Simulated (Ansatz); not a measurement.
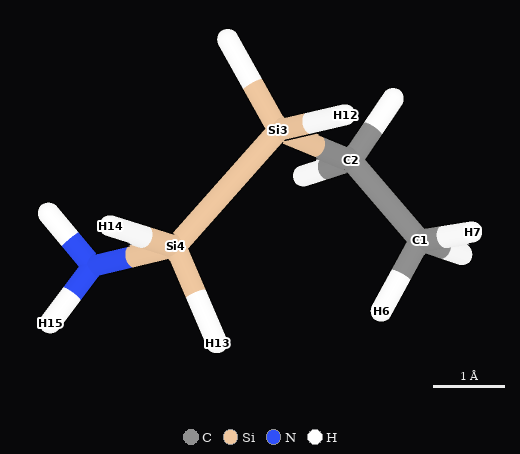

The starting structure (stick view, seen at a tilt; atoms are numbered from 1 in the order of the input).

**Run report: C2H11NSi2, geometry relaxation**

System: C2H11NSi2.
Method: RKS PBE-D4/STO-3G (Ansatz 0.2.0).

It belongs to a series of runs on one base structure; here: start relaxed. Figures and captions count atoms from 1; the log counts them from 0 in places.

### The program's output
```
The last accepted step is kept in [file] (removed where the run ends without a failure and the disk answers)
Engine: ansatz 0.2.0, aarch64-unknown-linux-gnu
Functional definition: PBE
  parameter kappa = 0.804
  parameter beta = 0.06672455060314922
  exchange = pbe_x(kappa = kappa, mu = beta*pi^2/3)
  correlation = pbe_c(beta = beta)
616 factors; integrals over basis functions are off by at most 1.2e-5 eV
mean field evaluation 1: about -19254.0197 eV, gradient 2.9e1 eV
mean field evaluation 2: about -19252.4654 eV, gradient 3.7e1 eV
mean field evaluation 4: about -19256.7553 eV, gradient 1.3e0 eV
mean field evaluation 8: about -19256.6423 eV, gradient 7.6e-3 eV
mean field -19256.64229594 eV, -707.6685517548 hartree, gradient 5.1e-5 eV, S^2 0.000000; 0 other end points of the search recorded, 0 dependent functions left out
the calculation of the forces begins
reference -19256.64232525 eV, -707.6685528319 hartree; 29, 29 occupied and 15, 15 virtual orbitals, 616 factors
relax step   1: F+E_penalty+E_count = -19256.99759690 eV  Δ(F+E_penalty+E_count) = +0.000e0 eV  max|allowed force component| = 3.855e0 eV/Å  Δτ_max = 0.0000 Å  (21 SCF iters, accepted)
these checks for a lower state are left out or cut short: starts, cluster_reference, orbital_swaps, neighbouring_geometries, increment
616 factors; integrals over basis functions are off by at most 1.9e-5 eV
mean field evaluation 16: about -19257.3333 eV, gradient 2.7e-1 eV
mean field -19257.33363195 eV, -707.6939578846 hartree, gradient 1.7e-5 eV, S^2 0.000000; 0 other end points of the search recorded, 0 dependent functions left out
the calculation of the forces begins
reference -19257.33366135 eV, -707.6939589651 hartree; 29, 29 occupied and 15, 15 virtual orbitals, 616 factors
relax step   2: F+E_penalty+E_count = -19257.68639938 eV  Δ(F+E_penalty+E_count) = -6.888e-1 eV  max|allowed force component| = 9.948e-1 eV/Å  Δτ_max = 0.1950 Å  (23 SCF iters, accepted)
these checks for a lower state are left out or cut short: starts, cluster_reference, orbital_swaps, neighbouring_geometries, increment
616 factors; integrals over basis functions are off by at most 1.6e-5 eV
mean field -19257.38279930 eV, -707.6957647512 hartree, gradient 1.5e-5 eV, S^2 0.000000; 0 other end points of the search recorded, 0 dependent functions left out
the calculation of the forces begins
reference -19257.38282863 eV, -707.6957658293 hartree; 29, 29 occupied and 15, 15 virtual orbitals, 616 factors
relax step   3: F+E_penalty+E_count = -19257.73668150 eV  Δ(F+E_penalty+E_count) = -5.028e-2 eV  max|allowed force component| = 3.810e-1 eV/Å  Δτ_max = 0.0886 Å  (24 SCF iters, accepted)
these checks for a lower state are left out or cut short: starts, cluster_reference, orbital_swaps, neighbouring_geometries, increment
616 factors; integrals over basis functions are off by at most 1.7e-5 eV
mean field evaluation 32: about -19257.4056 eV, gradient 3.7e-4 eV
mean field -19257.40562282 eV, -707.6966035004 hartree, gradient 2.0e-5 eV, S^2 0.000000; 0 other end points of the search recorded, 0 dependent functions left out
the calculation of the forces begins
reference -19257.40565187 eV, -707.6966045680 hartree; 29, 29 occupied and 15, 15 virtual orbitals, 616 factors
relax step   4: F+E_penalty+E_count = -19257.76211888 eV  Δ(F+E_penalty+E_count) = -2.544e-2 eV  max|allowed force component| = 1.522e-1 eV/Å  Δτ_max = 0.0805 Å  (23 SCF iters, accepted)
these checks for a lower state are left out or cut short: starts, cluster_reference, orbital_swaps, neighbouring_geometries, increment
616 factors; integrals over basis functions are off by at most 1.7e-5 eV
mean field -19257.40950906 eV, -707.6967463171 hartree, gradient 1.5e-5 eV, S^2 0.000000; 0 other end points of the search recorded, 0 dependent functions left out
the calculation of the forces begins
reference -19257.40953804 eV, -707.6967473819 hartree; 29, 29 occupied and 15, 15 virtual orbitals, 616 factors
relax step   5: F+E_penalty+E_count = -19257.76602666 eV  Δ(F+E_penalty+E_count) = -3.908e-3 eV  max|allowed force component| = 5.382e-2 eV/Å  Δτ_max = 0.0295 Å  (24 SCF iters, accepted)
these checks for a lower state are left out or cut short: starts, cluster_reference, orbital_swaps, neighbouring_geometries, increment
616 factors; integrals over basis functions are off by at most 1.7e-5 eV
mean field -19257.40820226 eV, -707.6966982928 hartree, gradient 1.4e-5 eV, S^2 0.000000; 0 other end points of the search recorded, 0 dependent functions left out
the calculation of the forces begins
reference -19257.40823121 eV, -707.6966993570 hartree; 29, 29 occupied and 15, 15 virtual orbitals, 616 factors
relax step   6: F+E_penalty+E_count = -19257.76531487 eV  Δ(F+E_penalty+E_count) = +7.118e-4 eV  max|allowed force component| = 1.460e-1 eV/Å  Δτ_max = 0.0655 Å  (25 SCF iters, rejected (line search))
these checks for a lower state are left out or cut short: starts, cluster_reference, orbital_swaps, neighbouring_geometries, increment
616 factors; integrals over basis functions are off by at most 1.9e-5 eV
mean field -19257.40606183 eV, -707.6966196335 hartree, gradient 1.5e-5 eV, S^2 0.000000; 0 other end points of the search recorded, 0 dependent functions left out
the calculation of the forces begins
reference -19257.40609079 eV, -707.6966206977 hartree; 29, 29 occupied and 15, 15 virtual orbitals, 616 factors
relax step   7: F+E_penalty+E_count = -19257.76296509 eV  Δ(F+E_penalty+E_count) = +3.062e-3 eV  max|allowed force component| = 2.312e-1 eV/Å  Δτ_max = 0.0327 Å  (25 SCF iters, rejected (line search))
these checks for a lower state are left out or cut short: starts, cluster_reference, orbital_swaps, neighbouring_geometries, increment
616 factors; integrals over basis functions are off by at most 1.7e-5 eV
mean field -19257.40995489 eV, -707.6967627009 hartree, gradient 1.5e-5 eV, S^2 0.000000; 0 other end points of the search recorded, 0 dependent functions left out
the calculation of the forces begins
reference -19257.40998387 eV, -707.6967637661 hartree; 29, 29 occupied and 15, 15 virtual orbitals, 616 factors
relax step   8: F+E_penalty+E_count = -19257.76664357 eV  Δ(F+E_penalty+E_count) = -6.169e-4 eV  max|allowed force component| = 1.914e-2 eV/Å  Δτ_max = 0.0163 Å  (25 SCF iters, accepted)
these checks for a lower state are left out or cut short: starts, cluster_reference, orbital_swaps, neighbouring_geometries, increment
616 factors; integrals over basis functions are off by at most 1.8e-5 eV
mean field evaluation 64: about -19257.5384 eV, gradient 3.5e-3 eV
mean field -19257.41002408 eV, -707.6967652436 hartree, gradient 1.5e-5 eV, S^2 0.000000; 0 other end points of the search recorded, 0 dependent functions left out
the calculation of the forces begins
reference -19257.41005307 eV, -707.6967663089 hartree; 29, 29 occupied and 15, 15 virtual orbitals, 616 factors
relax step   9: F+E_penalty+E_count = -19257.76695775 eV  Δ(F+E_penalty+E_count) = -3.142e-4 eV  max|allowed force component| = 1.419e-2 eV/Å  Δτ_max = 0.0233 Å  (25 SCF iters, accepted)
```

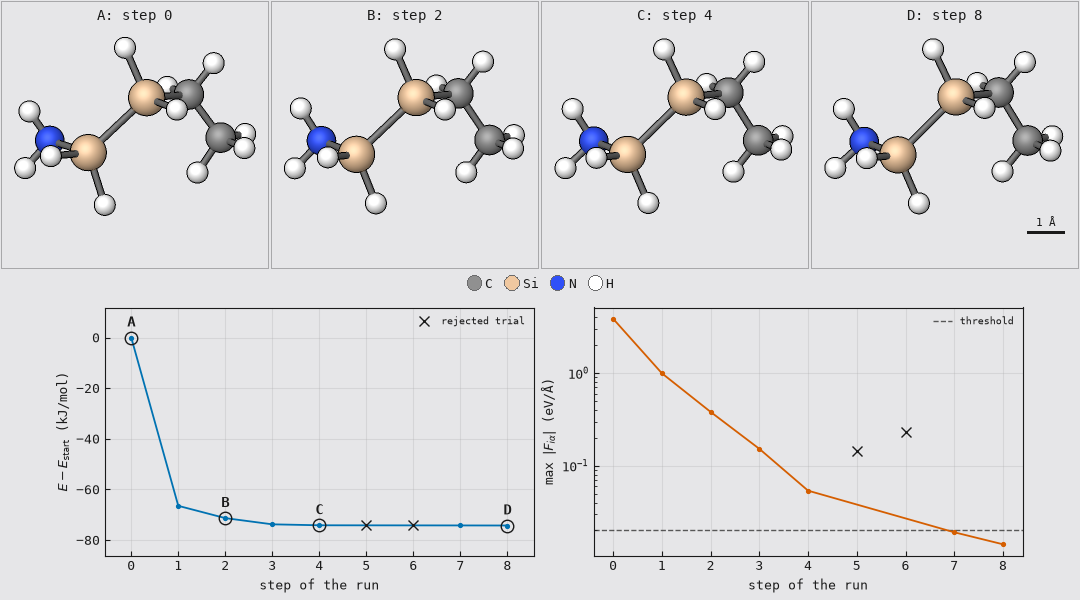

Frames of the relaxation (ball-and-stick view, seen at a tilt) above the curves, on which the letters mark them (the first geometry is step 0 here and step 1 in the log).

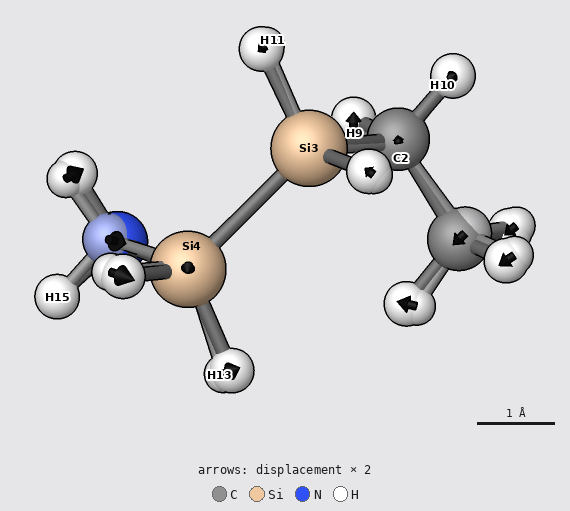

Start (faint) and end (solid) with the displacements as black arrows, magnified 2 times (ball-and-stick view, seen at a tilt). The two geometries are laid on each other by the best rigid fit. After 8 geometry steps the energy has fallen by 74.2 kJ/mol. Largest force component: 3.9 eV/Å at the start, 0.014 eV/Å at the end. The line search rejected the trial steps at points 5, 6 (counted from 0) and went back. The largest move after the best rigid fit is that of H14, 0.20 Å. Largest moves by element: H 0.20 Å, N 0.19 Å, C 0.12 Å, Si 0.09 Å. Among the contacts that change: Si4–N5 1.714 → 1.816 Å, N5–H16 0.980 → 1.067 Å, Si4–H14 1.540 → 1.469 Å, C1–C2 1.488 → 1.556 Å. Among the angles that change: N5–Si4–H14 100.2° → 113.6°, Si3–Si4–N5 116.2° → 109.0°, Si4–N5–H16 112.8° → 105.9°. (Atoms are counted from 1 in the order of the input.)

```
616 factors; integrals over basis functions are off by at most 1.8e-5 eV
mean field -19257.41002408 eV, -707.6967652436 hartree, gradient 1.5e-5 eV, S^2 0.000000; 1 other end points of the search recorded, 0 dependent functions left out
the calculation of the forces begins
reference -19257.41005307 eV, -707.6967663089 hartree; 29, 29 occupied and 15, 15 virtual orbitals, 616 factors
Total energy: -19257.76698674 eV, -707.7098833794 hartree
Atom 0 at     1.738957     1.383735     0.089876 Å, force    -0.005336     0.005912    -0.001284 eV/Å
Atom 1 at     1.619638    -0.160886     0.233662 Å, force     0.002241    -0.007016    -0.006674 eV/Å
Atom 2 at     0.284306    -0.917845    -0.876334 Å, force     0.000212     0.002537     0.007096 eV/Å
Atom 3 at    -1.775105    -0.131548    -0.379540 Å, force     0.001807    -0.001527    -0.013668 eV/Å
Atom 4 at    -2.124867    -0.454800     1.372878 Å, force     0.005768     0.003364     0.004463 eV/Å
Atom 5 at     0.789850     1.883501     0.363272 Å, force     0.006420    -0.005185    -0.000872 eV/Å
Atom 6 at     1.986807     1.670171    -0.950212 Å, force    -0.001341    -0.001268     0.005090 eV/Å
Atom 7 at     2.532944     1.783239     0.749615 Å, force     0.000219     0.000044    -0.000182 eV/Å
Atom 8 at     1.401695    -0.406515     1.290813 Å, force     0.000089    -0.000189    -0.004941 eV/Å
Atom 9 at     2.597871    -0.622018    -0.004074 Å, force    -0.001604     0.003479     0.001740 eV/Å
Atom 10 at     0.317085    -2.368185    -0.729122 Å, force     0.001894     0.004372     0.000188 eV/Å
Atom 11 at     0.602989    -0.623995    -2.268192 Å, force     0.000784    -0.000784     0.003991 eV/Å
Atom 12 at    -1.865898     1.313595    -0.542356 Å, force     0.000984    -0.000370     0.000310 eV/Å
Atom 13 at    -2.770175    -0.707081    -1.293571 Å, force    -0.004363     0.001442    -0.001505 eV/Å
Atom 14 at    -3.136332    -0.149894     1.526690 Å, force    -0.010539     0.009381     0.001753 eV/Å
Atom 15 at    -2.222664    -1.514073     1.460897 Å, force     0.002766    -0.014192     0.004496 eV/Å
Dipole moment:    -0.197309    -0.157854    -0.134879 e Å
```

### Trajectory as extended XYZ (Å, eV, eV/Å), 7 of the 9 frames kept, from step=1 to step=9
```
16
Properties=species:S:1:pos:R:3:forces:R:3 step=1 energy=-19256.99760
C     1.8458    1.3477    0.0684   -2.1228   3.7150  -0.5719
C     1.5985   -0.1128    0.2144   -0.0157  -1.8396   1.4519
Si    0.2880   -0.8965   -0.9069    0.9074  -0.7336   0.0176
Si   -1.7263   -0.1633   -0.3103   -2.5835   1.0501  -2.4025
N    -2.2401   -0.5680    1.2744    1.4706   2.6736   1.5055
H     0.8845    1.9622    0.2995    1.4769  -0.9550  -0.2322
H     2.1138    1.6547   -0.9636    0.0954  -0.2610  -0.0365
H     2.6274    1.7588    0.7215    0.2941  -0.1896   0.3630
H     1.3564   -0.3082    1.3029    0.0264  -0.0477  -0.8892
H     2.5654   -0.5997    0.0454    0.3155  -0.5721  -0.1206
H     0.3828   -2.3789   -0.7285   -0.0965   0.8531  -0.1978
H     0.6336   -0.5595   -2.2982   -0.2388  -0.1344   0.3040
H    -1.9683    1.3231   -0.4380    0.4762  -1.0862   0.0425
H    -2.8623   -0.7961   -1.1344    1.3292   0.6284  -0.0645
H    -3.1468   -0.1549    1.5021   -1.0369   0.7544   0.2600
H    -2.3753   -1.5312    1.3956   -0.2975  -3.8554   0.5706
16
Properties=species:S:1:pos:R:3:forces:R:3 step=2 energy=-19257.68640
C     1.8138    1.3859    0.0645   -0.0643   0.9948  -0.0765
C     1.6160   -0.1253    0.2410   -0.3148  -0.5965   0.3135
Si    0.2720   -0.8765   -0.8656   -0.1680  -0.1402  -0.1563
Si   -1.8412   -0.1751   -0.3758    0.3587   0.1503  -0.8531
N    -2.1933   -0.5533    1.3036    0.3489   0.5157   0.6304
H     0.8910    1.9677    0.3013    0.2110  -0.2901  -0.0757
H     2.1113    1.6503   -0.9715   -0.0581  -0.1100   0.0571
H     2.6097    1.7662    0.7334    0.0304  -0.0278   0.0381
H     1.3532   -0.3371    1.3001    0.0616   0.0661  -0.1322
H     2.5741   -0.6463    0.0542    0.0201  -0.0002  -0.0686
H     0.3584   -2.3311   -0.7370   -0.0271   0.1016  -0.0186
H     0.5792   -0.5623   -2.2599   -0.0125  -0.0137   0.0888
H    -1.9342    1.2869   -0.4817   -0.1095  -0.2853  -0.0362
H    -2.8158   -0.7747   -1.3225    0.2377   0.2284   0.1030
H    -3.1027   -0.1246    1.5936   -0.3862   0.0690   0.1416
H    -2.3144   -1.5735    1.4668   -0.1279  -0.6621   0.0447
16
Properties=species:S:1:pos:R:3:forces:R:3 step=4 energy=-19257.76212
C     1.7552    1.3843    0.0769    0.0847  -0.0519  -0.0104
C     1.6064   -0.1558    0.2432    0.0514   0.0023  -0.0222
Si    0.2850   -0.9063   -0.8838   -0.0344  -0.0054   0.0220
Si   -1.7826   -0.1515   -0.3721    0.0152   0.0145  -0.1522
N    -2.1270   -0.4815    1.3711    0.0663   0.0626   0.0906
H     0.8117    1.9046    0.3214   -0.0682   0.0277   0.0169
H     2.0295    1.6471   -0.9624    0.0008   0.0093  -0.0024
H     2.5429    1.7810    0.7459   -0.0034   0.0016  -0.0011
H     1.3571   -0.3804    1.2973    0.0074  -0.0051   0.0248
H     2.5815   -0.6399    0.0365   -0.0210   0.0369   0.0123
H     0.3419   -2.3579   -0.7668   -0.0144  -0.0133   0.0032
H     0.5969   -0.5801   -2.2690    0.0139   0.0063  -0.0156
H    -1.8912    1.2946   -0.5202    0.0226  -0.0130   0.0130
H    -2.7577   -0.7191   -1.3146   -0.0270  -0.0165   0.0672
H    -3.1135   -0.1318    1.5548   -0.1254   0.0660   0.0180
H    -2.2588   -1.5299    1.4861    0.0314  -0.1220  -0.0641
16
Properties=species:S:1:pos:R:3:forces:R:3 step=5 energy=-19257.76603
C     1.7516    1.3833    0.0788   -0.0125  -0.0444   0.0089
C     1.6140   -0.1593    0.2413    0.0287   0.0538   0.0137
Si    0.2864   -0.9090   -0.8797   -0.0104  -0.0388  -0.0199
Si   -1.7789   -0.1465   -0.3741   -0.0199   0.0379   0.0167
N    -2.1263   -0.4682    1.3811   -0.0417  -0.0277  -0.0143
H     0.8026    1.8940    0.3300   -0.0006   0.0124   0.0020
H     2.0184    1.6522   -0.9610    0.0002   0.0034  -0.0011
H     2.5386    1.7842    0.7456    0.0034   0.0028   0.0057
H     1.3754   -0.3883    1.2975    0.0064   0.0000   0.0051
H     2.5920   -0.6320    0.0267   -0.0136  -0.0066  -0.0081
H     0.3316   -2.3615   -0.7620    0.0024   0.0013   0.0051
H     0.6027   -0.5846   -2.2648    0.0023  -0.0040  -0.0106
H    -1.8744    1.2994   -0.5285   -0.0029  -0.0029  -0.0128
H    -2.7741   -0.7209   -1.2901    0.0116   0.0013   0.0154
H    -3.1315   -0.1391    1.5370    0.0374  -0.0143  -0.0038
H    -2.2510   -1.5262    1.4664    0.0094   0.0259  -0.0021
16
Properties=species:S:1:pos:R:3:forces:R:3 step=6 energy=-19257.76532 accepted=F
C     1.7442    1.3814    0.0843   -0.0063  -0.0246   0.0016
C     1.6103   -0.1617    0.2393    0.0214   0.0349   0.0149
Si    0.2815   -0.9127   -0.8799   -0.0049  -0.0349  -0.0129
Si   -1.7797   -0.1360   -0.3813   -0.0187   0.0285   0.0192
N    -2.1261   -0.4490    1.3718    0.1044   0.0381   0.0124
H     0.7947    1.8896    0.3384   -0.0012   0.0069   0.0035
H     2.0102    1.6565   -0.9543    0.0006   0.0011   0.0011
H     2.5309    1.7801    0.7530    0.0013   0.0026   0.0009
H     1.3759   -0.3957    1.2951    0.0015  -0.0030   0.0124
H     2.5884   -0.6318    0.0200   -0.0062  -0.0056  -0.0101
H     0.3193   -2.3644   -0.7508    0.0040  -0.0018   0.0056
H     0.6025   -0.6007   -2.2664    0.0020  -0.0004  -0.0185
H    -1.8609    1.3095   -0.5423   -0.0232   0.0101  -0.0159
H    -2.7806   -0.7061   -1.2931    0.0108  -0.0004   0.0006
H    -3.1426   -0.1764    1.5288   -0.1207   0.0944  -0.0082
H    -2.1908   -1.5052    1.4817    0.0352  -0.1460  -0.0066
16
Properties=species:S:1:pos:R:3:forces:R:3 step=8 energy=-19257.76664
C     1.7462    1.3836    0.0829   -0.0045  -0.0173   0.0039
C     1.6157   -0.1594    0.2387    0.0115   0.0190   0.0005
Si    0.2853   -0.9131   -0.8781    0.0023  -0.0144  -0.0045
Si   -1.7778   -0.1405   -0.3765   -0.0093   0.0191   0.0110
N    -2.1257   -0.4653    1.3771    0.0046   0.0007  -0.0171
H     0.7975    1.8907    0.3429    0.0001   0.0042   0.0022
H     2.0053    1.6589   -0.9572   -0.0001   0.0024  -0.0007
H     2.5365    1.7839    0.7465    0.0012   0.0024   0.0033
H     1.3861   -0.3948    1.2955    0.0010  -0.0016   0.0021
H     2.5936   -0.6279    0.0143   -0.0058  -0.0019  -0.0032
H     0.3269   -2.3647   -0.7482   -0.0006   0.0013   0.0032
H     0.6042   -0.6009   -2.2656   -0.0010  -0.0035  -0.0055
H    -1.8705    1.3053   -0.5331   -0.0011  -0.0037  -0.0054
H    -2.7734   -0.7138   -1.2919    0.0046   0.0002   0.0061
H    -3.1311   -0.1414    1.5347    0.0006  -0.0098   0.0020
H    -2.2418   -1.5233    1.4623   -0.0034   0.0029   0.0023
16
Properties=species:S:1:pos:R:3:forces:R:3 step=9 energy=-19257.76696
C     1.7390    1.3837    0.0899   -0.0053   0.0059  -0.0013
C     1.6196   -0.1609    0.2337    0.0022  -0.0070  -0.0067
Si    0.2843   -0.9178   -0.8763    0.0002   0.0025   0.0071
Si   -1.7751   -0.1315   -0.3795    0.0018  -0.0015  -0.0137
N    -2.1249   -0.4548    1.3729    0.0058   0.0034   0.0045
H     0.7899    1.8835    0.3633    0.0064  -0.0052  -0.0009
H     1.9868    1.6702   -0.9502   -0.0013  -0.0013   0.0051
H     2.5329    1.7832    0.7496    0.0002   0.0000  -0.0002
H     1.4017   -0.4065    1.2908    0.0001  -0.0002  -0.0049
H     2.5979   -0.6220   -0.0041   -0.0016   0.0035   0.0017
H     0.3171   -2.3682   -0.7291    0.0019   0.0044   0.0002
H     0.6030   -0.6240   -2.2682    0.0008  -0.0008   0.0040
H    -1.8659    1.3136   -0.5424    0.0010  -0.0004   0.0003
H    -2.7702   -0.7071   -1.2936   -0.0044   0.0014  -0.0015
H    -3.1363   -0.1499    1.5267   -0.0105   0.0094   0.0018
H    -2.2227   -1.5141    1.4609    0.0028  -0.0142   0.0045
```

The run was set up as follows.

### Input file
```yaml
crystal:
  periodic: [false, false, false]
  atoms:
    - { symbol: C, position_ang: [1.8458, 1.3477, 0.0684] }
    - { symbol: C, position_ang: [1.5985, -0.1128, 0.2144] }
    - { symbol: Si, position_ang: [0.288, -0.8965, -0.9069] }
    - { symbol: Si, position_ang: [-1.7263, -0.1633, -0.3103] }
    - { symbol: "N", position_ang: [-2.2401, -0.568, 1.2744] }
    - { symbol: H, position_ang: [0.8845, 1.9622, 0.2995] }
    - { symbol: H, position_ang: [2.1138, 1.6547, -0.9636] }
    - { symbol: H, position_ang: [2.6274, 1.7588, 0.7215] }
    - { symbol: H, position_ang: [1.3564, -0.3082, 1.3029] }
    - { symbol: H, position_ang: [2.5654, -0.5997, 0.0454] }
    - { symbol: H, position_ang: [0.3828, -2.3789, -0.7285] }
    - { symbol: H, position_ang: [0.6336, -0.5595, -2.2982] }
    - { symbol: H, position_ang: [-1.9683, 1.3231, -0.438] }
    - { symbol: H, position_ang: [-2.8623, -0.7961, -1.1344] }
    - { symbol: H, position_ang: [-3.1468, -0.1549, 1.5021] }
    - { symbol: H, position_ang: [-2.3753, -1.5312, 1.3956] }
basis:
  gaussian: { orbitals: STO-3G }
hamiltonian:
  xc: pbe
  dispersion: d4
relax:
  f_tol: 0.02
  max_steps: 40
```

Command:
```bash
ansatz run input.yaml --threads 1 --pin off --max-ram 2048MiB --backend cpu --events-out ev --progress --plain --runs-dir out
```

### Summary

- outcome: converged
- total energy: −19257.7670 eV
- mean-field energy: −19257.4101 eV
- largest force (length of the vector) at the end: 0.015 eV/Å
- hardware: 1 thread of Arm Neoverse V2, 24 GiB of memory available, shared host
- wall time: 33 s
- peak memory: 0.13 GiB
